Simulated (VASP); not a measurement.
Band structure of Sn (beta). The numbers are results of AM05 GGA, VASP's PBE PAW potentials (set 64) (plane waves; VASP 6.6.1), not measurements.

Unless said otherwise, spin-orbit coupling is left out, though it shifts the bands of the heavy elements here.

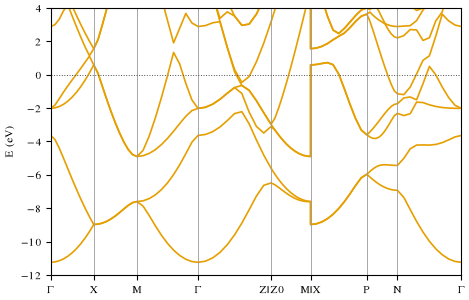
Figure: Bands along high-symmetry lines, zero at the valence-band maximum or, without a gap, the Fermi level

Task: Read the plot: is there a gap, and where are the band edges?

Result: It has no gap at this level: it comes out as a metal or semimetal. (Edges off the drawn lines would not show.)

The compound is Sn in the beta structure. It was relaxed first.
